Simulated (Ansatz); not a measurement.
**BrClGeH4: density, localisation and related maps**

```xyz
7

Ge   -0.6658    0.3264   -0.2783
Cl    0.2848   -1.6586    1.0314
H    -0.4561    0.8783   -1.6921
H    -0.8049    1.3396    0.8513
H    -1.8677   -0.6304   -0.3598
H     1.4428   -0.8271    0.6562
Br    2.0668    0.5718   -0.2087
```

A transition-state structure; geometry: PBE0-D4/def2-TZVP.

Method: RKS PBE0-D4/def2-TZVPP (Ansatz 0.2.0).

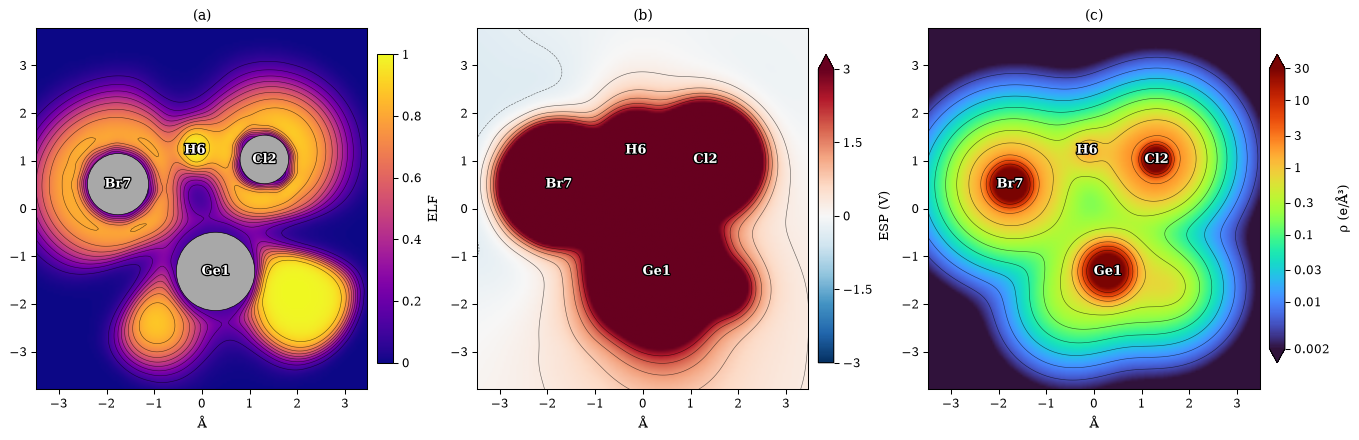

Figure 1. (a) ELF; (b) electrostatic potential; (c) electron density on the plane of atoms Ge1, Br7 and H6. Grey discs cover the atomic cores in the ELF map.

> Read the bonding off the picture.

The section cuts through Ge, Cl, H and Br sites. Ge–Cl (2.56 Å): ρ is about 0.36 e/Å³ halfway, with its minimum of 0.32 e/Å³ about 1.1 Å from Ge; the ELF peaks at about 0.85 in the valence shell of Cl, 0.9 Å from its nucleus, and is about 0.55 at the midpoint. Ge–Br (2.74 Å): ρ at the midpoint is about 0.32 e/Å³, with its minimum of 0.28 e/Å³ about 1.2 Å from Ge; the ELF peaks at about 0.80 in the valence shell of Br, 1.0 Å from its nucleus, and is about 0.60 at the midpoint. Cl–H (1.47 Å): ρ is about 1.6 e/Å³ halfway; the ELF climbs to about 0.95 towards the hydrogen, as it does in any bond to H. Br–H (1.76 Å): ρ at the midpoint is about 1 e/Å³; the ELF climbs to about 0.95 towards the hydrogen. The ELF also peaks beside Br7 and Cl2, away from the bonds: lone-pair regions. Outside the dense part of the molecule the potential is most negative (−0.4 V) near Br7.

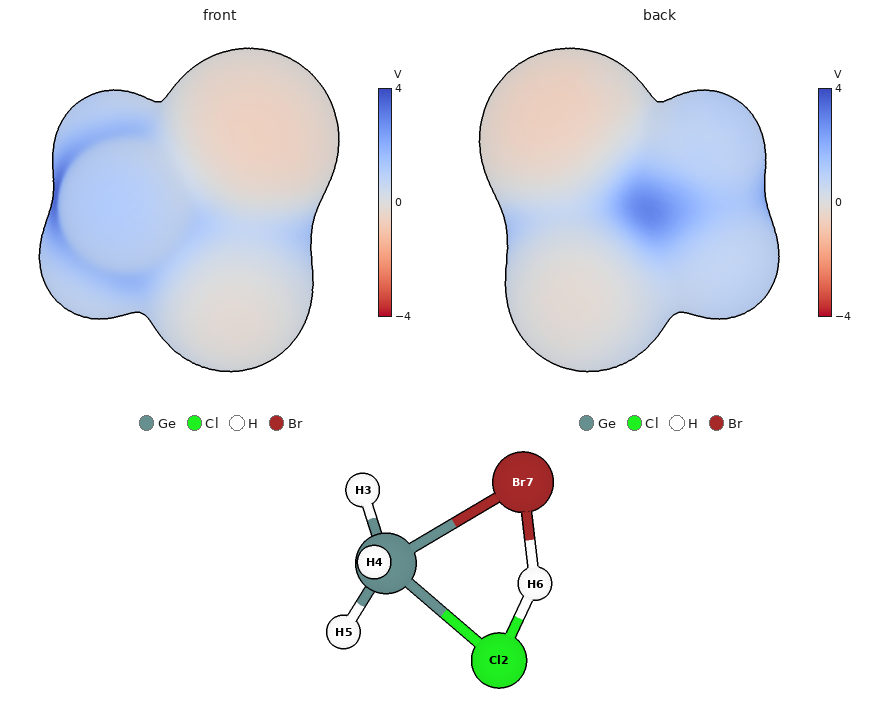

Figure 2. The electrostatic potential painted on the density surface at 0.004 e/bohr³, seen from the front and from behind; the colour scale runs from red (negative) to blue (positive). The bare structure is drawn below in the same view.

> Where is the surface potential most negative and most positive?

The most negative region (about −0.6 V, or −14 kcal/mol for a unit charge) lies over Br7, the most positive (about +3.1 V, or +71 kcal/mol for a unit charge) over Ge1.

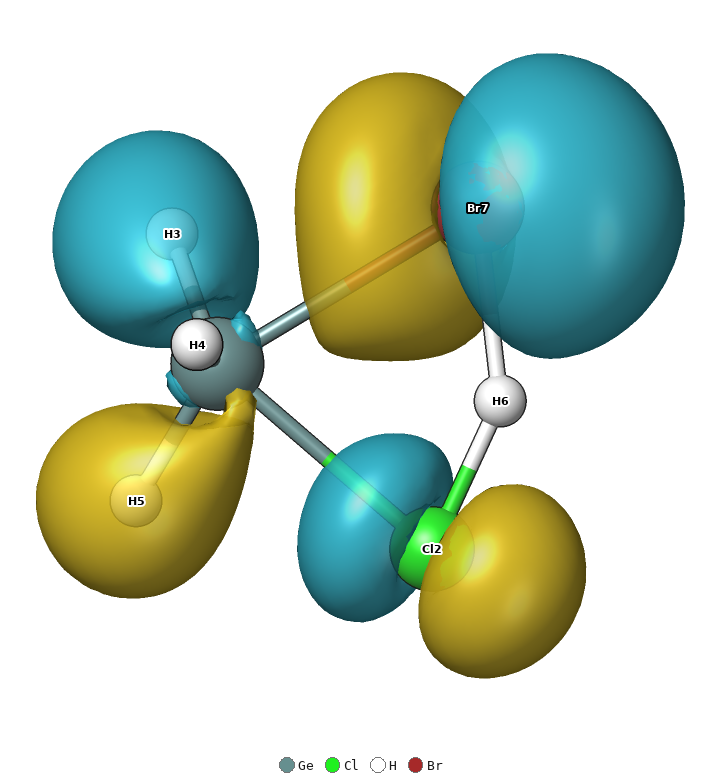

Figure 3. The HOMO at ±0.08 Å⁻³ᐟ² (yellow and cyan are the two phases), seen across its widest extent.

> Where does this orbital lie, and at what energy?

By Hirshfeld shares it lies mainly on Br7 (about 60 %), Cl2 (about 15 %), Ge1 (about 10 %), H3 (about 10 %) and H5 (about 5 %). Its energy is −8.08 eV.
